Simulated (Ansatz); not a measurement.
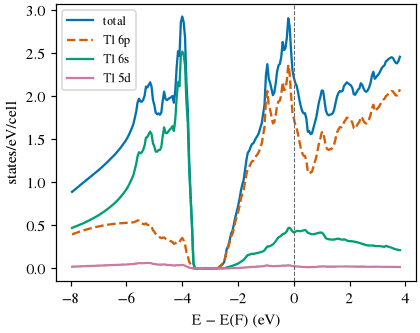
*Total and projected density of states of Tl (dhcp (α-La type), space group No. 194), PBE+D3(BJ) in the plane-wave PAW code Ansatz*

Which orbitals carry the states next to the Fermi level?

Within 0.5 eV of the Fermi level: Tl 6p 78 %, Tl 6s 19 %. Projections are on Löwdin-orthogonalised atomic valence shells; empty p or d shells of many metals are not among them.

Where is the tallest occupied peak in this window, and what makes it?

Near -4.0 eV, about 2.9 states/eV per cell; the largest projected share is Tl 6s.

Space group P6_3/mmc (dhcp (α-La type)). The workflow started from a Materials Project entry (that database holds measured and hypothetical structures alike). Its sites differ from those of the usual phase in this space group: another stacking or structure type. The PBE+D3(BJ) relaxation kept the symmetry of its start; whether a distortion lowers the energy is not shown. The pairwise dispersion correction was not fitted to metals. Scalar-relativistic: spin–orbit coupling is off unless named, which matters more the heavier the elements.

Potentials: the later of the program's two PAW sets.
